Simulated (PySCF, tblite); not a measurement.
# C₄H₃F₂NOS: a rotation path, then NMR shifts on frames, part 2 of 2

tblite 0.8.0 and PySCF 2.14.0. Atoms count from 0. Earlier steps stand in the parts before.

## 5. Nuclear shieldings: image 4, PBE0/pcSseg-1

The job: settings as JSON, then the geometry in Å.

```
{"job": {"kind": "nmr", "xc": "PBE0", "basis": "pcSseg-1", "pop": false}, "charge": 0, "multiplicity": 1}
C      2.107800    -0.097700    -0.096600
O      1.136300     0.621600     0.654300
C     -0.116000     0.141100     0.565800
N     -0.566800    -0.750800     1.410000
S     -2.121900    -1.130900     1.149400
C     -2.260700    -0.069200    -0.202100
F     -3.384500     0.056000    -0.891900
C     -1.069300     0.568500    -0.404800
F     -0.814300     1.454300    -1.370200
H      1.855400    -0.097000    -1.161400
H      2.189200    -1.126300     0.264000
H      3.046100     0.429900     0.057300
```

Method: GIAO PBE0/pcSseg-1 NMR shielding, non-relativistic, gas phase.

The program printed:

```text
coarse grid: 12152 points
cycle   1  E = -881.1186580005  dE =  1.877e+00  |g| = 7.864e-01  |ddm| = 3.517e+00
cycle   2  E = -880.9161261699  dE =  2.025e-01  |g| = 1.308e+00  |ddm| = 1.554e+00
cycle   3  E = -881.2237494250  dE = -3.076e-01  |g| = 1.400e-01  |ddm| = 1.074e+00
cycle   4  E = -881.2259270654  dE = -2.178e-03  |g| = 1.061e-01  |ddm| = 2.029e-01
cycle   5  E = -881.2284545393  dE = -2.527e-03  |g| = 1.384e-02  |ddm| = 9.401e-02
cycle   6  E = -881.2284817048  dE = -2.717e-05  |g| = 7.168e-03  |ddm| = 1.475e-02
cycle   7  E = -881.2284920411  dE = -1.034e-05  |g| = 1.025e-03  |ddm| = 5.674e-03
cycle   8  E = -881.2284922225  dE = -1.814e-07  |g| = 6.113e-04  |ddm| = 1.567e-03
final grid: 118104 points
cycle   9  E = -881.3047762509  dE = -2.728e-05  |g| = 1.167e-02  |ddm| = 2.859e-02
cycle  10  E = -881.3047410322  dE =  3.522e-05  |g| = 1.767e-02  |ddm| = 2.223e-02
cycle  11  E = -881.3048030792  dE = -6.205e-05  |g| = 1.517e-03  |ddm| = 1.435e-02
cycle  12  E = -881.3048035620  dE = -4.828e-07  |g| = 3.545e-04  |ddm| = 1.409e-03
cycle  13  E = -881.3048035827  dE = -2.066e-08  |g| = 2.007e-04  |ddm| = 4.781e-04
cycle  14  E = -881.3048035919  dE = -9.207e-09  |g| = 5.013e-05  |ddm| = 1.941e-04
cycle  15  E = -881.3048035923  dE = -4.313e-10  |g| = 1.814e-05  |ddm| = 4.715e-05
converged SCF energy = -881.3048035923

GIAO shielding tensors (ppm)
atom      isotropic    diamagn.    paramagn.     s11        s22        s33       span
  0 C      122.744     245.047    -122.304     89.996     95.859    182.376     92.380
  1 O      253.704     396.473    -142.769    187.402    245.047    328.664    141.262
  2 C       21.453     250.400    -228.947    -52.642     31.954     85.046    137.688
  3 N        3.171     327.713    -324.541   -248.726      9.166    249.074    497.800
  4 S      261.008    1055.260    -794.252     88.535    333.429    361.059    272.524
  5 C        7.153     260.925    -253.772    -54.493      2.462     73.489    127.982
  6 F      299.336     467.285    -167.949    215.336    248.601    434.073    218.737
  7 C       45.244     250.054    -204.810     -3.578     48.220     91.090     94.668
  8 F      348.227     472.338    -124.110    268.978    313.466    462.238    193.260
  9 H       27.813      29.927      -2.114     23.313     26.666     33.461     10.148
 10 H       27.677      29.022      -1.346     23.634     26.002     33.394      9.760
 11 H       27.375      27.965      -0.590     24.286     24.397     33.442      9.157
```

Wall time 22 s (1 thread of Intel Xeon Platinum 8488C, shared host); peak memory 0.86 GiB.

This run: δ C5 179.8, C2 165.5, C7 141.7, C0 64.2, H11 4.34, H10 4.04 ppm.

## 6. NMR shieldings: image 6, PBE0/pcSseg-1

The job: settings as JSON, then the geometry in Å.

```
{"job": {"kind": "nmr", "xc": "PBE0", "basis": "pcSseg-1", "pop": false}, "charge": 0, "multiplicity": 1}
C      2.051600     0.027700    -0.192700
O      1.178200     0.262700     0.904800
C     -0.118700     0.000500     0.728400
N     -0.776400    -0.582300     1.699000
S     -2.351200    -0.796600     1.359800
C     -2.208800    -0.095800    -0.205400
F     -3.237800     0.012500    -1.032600
C     -0.922500     0.316800    -0.410900
F     -0.495000     0.949900    -1.513000
H      1.761000     0.575900    -1.089500
H      2.091800    -1.042900    -0.412400
H      3.029200     0.370800     0.138400
```

With the program's defaults for keys left out, this is: GIAO PBE0/pcSseg-1 NMR shielding, non-relativistic, gas phase.

The program printed:

```text
coarse grid: 12152 points
cycle   1  E = -881.1178133248  dE =  1.884e+00  |g| = 7.883e-01  |ddm| = 3.519e+00
cycle   2  E = -880.9058033240  dE =  2.120e-01  |g| = 1.322e+00  |ddm| = 1.555e+00
cycle   3  E = -881.2231463932  dE = -3.173e-01  |g| = 1.449e-01  |ddm| = 1.087e+00
cycle   4  E = -881.2256864652  dE = -2.540e-03  |g| = 1.066e-01  |ddm| = 2.096e-01
cycle   5  E = -881.2282187507  dE = -2.532e-03  |g| = 1.520e-02  |ddm| = 9.527e-02
cycle   6  E = -881.2282542429  dE = -3.549e-05  |g| = 7.113e-03  |ddm| = 1.600e-02
cycle   7  E = -881.2282647915  dE = -1.055e-05  |g| = 9.688e-04  |ddm| = 6.050e-03
cycle   8  E = -881.2282649324  dE = -1.409e-07  |g| = 6.249e-04  |ddm| = 1.467e-03
final grid: 118104 points
cycle   9  E = -881.3048976871  dE = -2.756e-05  |g| = 1.179e-02  |ddm| = 2.985e-02
cycle  10  E = -881.3048604774  dE =  3.721e-05  |g| = 1.819e-02  |ddm| = 2.226e-02
cycle  11  E = -881.3049246367  dE = -6.416e-05  |g| = 1.473e-03  |ddm| = 1.414e-02
cycle  12  E = -881.3049250821  dE = -4.455e-07  |g| = 3.563e-04  |ddm| = 1.360e-03
cycle  13  E = -881.3049251014  dE = -1.924e-08  |g| = 2.230e-04  |ddm| = 5.137e-04
cycle  14  E = -881.3049251130  dE = -1.163e-08  |g| = 4.460e-05  |ddm| = 2.057e-04
cycle  15  E = -881.3049251134  dE = -3.429e-10  |g| = 1.646e-05  |ddm| = 4.351e-05
converged SCF energy = -881.3049251134

GIAO shielding tensors (ppm)
atom      isotropic    diamagn.    paramagn.     s11        s22        s33       span
  0 C      128.204     245.794    -117.590     98.457    102.302    183.854     85.397
  1 O      226.519     394.999    -168.480    102.221    263.512    313.822    211.601
  2 C       25.128     248.643    -223.515    -46.684     35.453     86.616    133.301
  3 N       22.248     327.059    -304.810   -214.195     33.530    247.409    461.604
  4 S      267.190    1055.053    -787.863     88.211    341.045    372.315    284.104
  5 C        6.776     258.497    -251.721    -56.427      3.144     73.609    130.036
  6 F      298.038     467.602    -169.563    213.151    250.290    430.674    217.524
  7 C       46.237     250.809    -204.572     -3.562     55.826     86.447     90.009
  8 F      348.211     473.457    -125.246    282.453    308.454    453.728    171.275
  9 H       26.974      30.010      -3.035     21.501     27.998     31.424      9.923
 10 H       27.886      29.302      -1.416     24.505     25.492     33.661      9.156
 11 H       27.509      27.941      -0.432     23.640     25.418     33.469      9.830
```

Run time: 22 s. Hardware: 1 thread of Intel Xeon Platinum 8488C, shared host; peak memory 0.86 GiB.

In short: δ C5 180.1, C2 161.8, C7 140.7, C0 58.7, H9 4.74, H11 4.21 ppm.

## 7. NMR shieldings: image 8, PBE0/pcSseg-1

The job: settings as JSON, then the geometry in Å.

```
{"job": {"kind": "nmr", "xc": "PBE0", "basis": "pcSseg-1", "pop": false}, "charge": 0, "multiplicity": 1}
C      2.028500     0.154100    -0.204400
O      1.208800    -0.114700     0.920300
C     -0.110300    -0.155200     0.754700
N     -0.848500    -0.396600     1.809800
S     -2.442400    -0.418400     1.480300
C     -2.199100    -0.086200    -0.189100
F     -3.196900     0.027500    -1.053700
C     -0.861300     0.033800    -0.447600
F     -0.353900     0.290800    -1.664700
H      1.810200     1.134500    -0.634500
H      1.918700    -0.614100    -0.973600
H      3.047500     0.143700     0.176400
```

Method: GIAO PBE0/pcSseg-1 NMR shielding, non-relativistic, gas phase.

The program printed:

```text
coarse grid: 12152 points
cycle   1  E = -881.1183350186  dE =  1.889e+00  |g| = 7.895e-01  |ddm| = 3.518e+00
cycle   2  E = -880.9017916252  dE =  2.165e-01  |g| = 1.329e+00  |ddm| = 1.539e+00
cycle   3  E = -881.2235440937  dE = -3.218e-01  |g| = 1.511e-01  |ddm| = 1.081e+00
cycle   4  E = -881.2264791939  dE = -2.935e-03  |g| = 1.085e-01  |ddm| = 2.181e-01
cycle   5  E = -881.2290853217  dE = -2.606e-03  |g| = 1.614e-02  |ddm| = 9.652e-02
cycle   6  E = -881.2291262787  dE = -4.096e-05  |g| = 7.344e-03  |ddm| = 1.676e-02
cycle   7  E = -881.2291375898  dE = -1.131e-05  |g| = 9.757e-04  |ddm| = 6.368e-03
cycle   8  E = -881.2291377276  dE = -1.379e-07  |g| = 6.241e-04  |ddm| = 1.429e-03
final grid: 118104 points
cycle   9  E = -881.3056306533  dE = -3.135e-05  |g| = 1.177e-02  |ddm| = 3.028e-02
cycle  10  E = -881.3055941384  dE =  3.651e-05  |g| = 1.813e-02  |ddm| = 2.200e-02
cycle  11  E = -881.3056577243  dE = -6.359e-05  |g| = 1.525e-03  |ddm| = 1.384e-02
cycle  12  E = -881.3056582066  dE = -4.823e-07  |g| = 3.305e-04  |ddm| = 1.349e-03
cycle  13  E = -881.3056582195  dE = -1.281e-08  |g| = 2.396e-04  |ddm| = 5.175e-04
cycle  14  E = -881.3056582331  dE = -1.369e-08  |g| = 4.413e-05  |ddm| = 2.229e-04
cycle  15  E = -881.3056582335  dE = -3.497e-10  |g| = 1.537e-05  |ddm| = 4.315e-05
converged SCF energy = -881.3056582335

GIAO shielding tensors (ppm)
atom      isotropic    diamagn.    paramagn.     s11        s22        s33       span
  0 C      128.739     245.468    -116.730    103.158    104.387    178.671     75.514
  1 O      211.236     394.315    -183.079     64.712    278.759    290.237    225.525
  2 C       26.778     248.353    -221.575    -43.735     37.375     86.694    130.429
  3 N       34.931     326.642    -291.711   -193.810     52.651    245.954    439.764
  4 S      268.174    1054.932    -786.758     83.305    357.916    363.300    279.995
  5 C        6.220     257.640    -251.420    -57.374      3.393     72.641    130.014
  6 F      297.384     467.815    -170.431    211.182    250.935    430.035    218.853
  7 C       48.556     251.524    -202.969     -2.524     61.816     86.375     88.899
  8 F      349.984     474.451    -124.467    289.331    315.267    445.355    156.024
  9 H       27.382      29.718      -2.337     23.417     26.331     32.396      8.979
 10 H       27.370      29.698      -2.327     23.400     26.313     32.398      8.998
 11 H       27.489      27.698      -0.209     23.258     25.890     33.320     10.062
```

Wall time 23 s (1 thread of Intel Xeon Platinum 8488C, shared host); peak memory 0.86 GiB.

In short: δ C5 180.7, C2 160.1, C7 138.4, C0 58.2, H10 4.35, H9 4.34 ppm.

## 8. Side by side: NMR shifts

Shifts (ppm) of some atoms, chosen among heavy atoms and hydrogens apart, with basis size and wall time:

```
  frame    C0    H9   H10     O1     N3   S4      F6  functions  time
image 0  56.7  4.25  4.24  125.0  222.1  235  -132.1        175  28 s
image 2  58.8  3.75  5.04  102.4  237.9  237  -133.4        175  22 s
image 4  64.2  3.90  4.04   82.4  264.6  243  -128.4        175  22 s
image 6  58.7  4.74  3.83  109.6  245.5  237  -127.1        175  22 s
image 8  58.2  4.34  4.35  124.8  232.8  236  -126.4        175  23 s
```

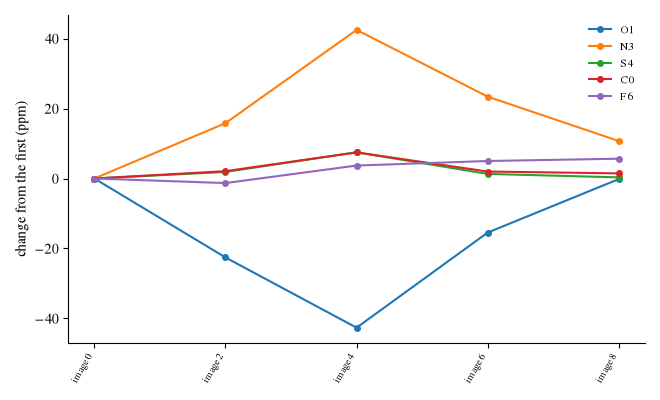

How five of the tabulated atoms move from run to run.

## 9. Results

This closing draws on all 2 parts.

| quantity | value |
| --- | --- |
| barrier | 0.364 eV (8.4 kcal/mol) at image 4 |
| end to end (GFN2-xTB) | 0.187 eV |
| ¹³C shifts against TMS (PBE0/pcSseg-1, image 0) | 178.4, 162.6, 137.8, 56.7 ppm |
| ¹H shifts against TMS (PBE0/pcSseg-1, image 0) | 4.25, 4.24, 4.18 ppm |
| ¹⁷O shifts against H2O (PBE0/pcSseg-1, image 0) | 125.0 ppm |
| ¹⁵N shifts against NH3 (PBE0/pcSseg-1, image 0) | 222.1 ppm |
| ³³S shifts against CS2 (PBE0/pcSseg-1, image 0) | 235 ppm |
| ¹⁹F shifts against CFCl3 (PBE0/pcSseg-1, image 0) | -132.1, -180.0 ppm |
| surface potential, 1st and 99th percentile | -0.99 V and 1.12 V |
| range of the shift of O1 | 82.4 to 125.0 ppm |

**Reading.** Along the band the dihedral turns by 180°, and the top (dihedral 91°) lies 8.4 kcal/mol above the start (GFN2-xTB, rough), so at room temperature this motion is fast. The top was not checked by a frequency run. Shifts at one fixed geometry are not the observed spectrum, which averages over the motion. In the first frame run (image 0): The widest tensor belongs to N3: span 415 ppm, with a paramagnetic part of -285 ppm. NICS(1)zz of -20 ppm above the planar ring from C2 marks a diatropic (aromatic) ring current. At PBE0/pcSseg-1, counted by nearest atom on the grid, the HOMO lies on S4 39 %; O1 19 %, the LUMO on C5 28 %; N3 18 %. Across the 5 runs the shift of O1 moves most, between 82.4 (image 4) and 125.0 ppm (image 0).
